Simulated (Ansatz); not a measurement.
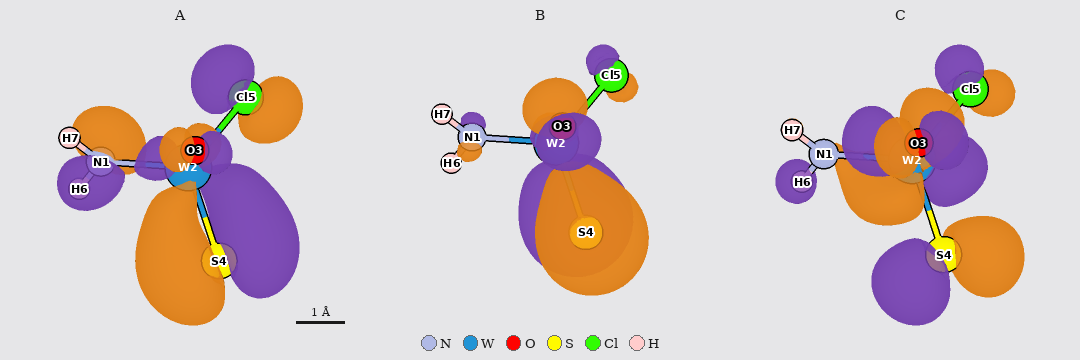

The picture shows: ClH2NOSW (SMILES [NH2][W](=[O])(=[S])[Cl]). Three frontier orbitals at ±0.1 Å⁻³ᐟ² (orange and purple are the two phases), in no order.

Geometry: PBE0-D4/def2-TZVP; core potentials replace the inner electrons of W.

All numbers below come from RKS PBE0-D4/def2-TZVPP in Ansatz.

The calculation's input:

```
crystal:
  periodic: [false, false, false]
  atoms:
    - {symbol: N, position_ang: [-0.583377, 0.670565, 0.838058]}
    - {symbol: W, position_ang: [0.385707, -0.395728, -0.430682]}
    - {symbol: O, position_ang: [1.554391, -1.264387, 0.435884]}
    - {symbol: S, position_ang: [-0.988512, -1.715584, -1.386510]}
    - {symbol: Cl, position_ang: [1.414105, 0.916667, -1.970651]}
    - {symbol: H, position_ang: [-1.564315, 0.896638, 0.760423]}
    - {symbol: H, position_ang: [-0.218008, 0.891838, 1.753477]}
basis:
  gaussian: {orbitals: def2-TZVPP}
hamiltonian: {xc: pbe0, dispersion: d4}
output: {orbitals: {seedname: orbitals}}
```

Launched as:

```sh
ansatz run in.yaml --threads 4 --pin off --events-out ev --progress --plain --max-ram 10444MiB
```

Question: Which picture is the HOMO−1, the HOMO and the LUMO?

Answer: A is the HOMO−1 (−8.14 eV). By Hirshfeld shares it lies mainly on S4 (about 55 %), W2 (about 15 %), Cl5 (about 10 %) and N1 (about 10 %); largely a combination of lone pairs on S4, Cl5 and N1. B is the HOMO (−7.75 eV). By Hirshfeld shares it lies mainly on S4 (about 70 %), O3 (about 15 %) and W2 (about 10 %); largely a lone pair of S4. C is the LUMO (−2.53 eV). By Hirshfeld shares it lies mainly on W2 (about 50 %), S4 (about 30 %), O3 (about 10 %) and Cl5 (about 5 %).

Question: What is the HOMO–LUMO gap?

Answer: 5.22 eV between the orbital energies.
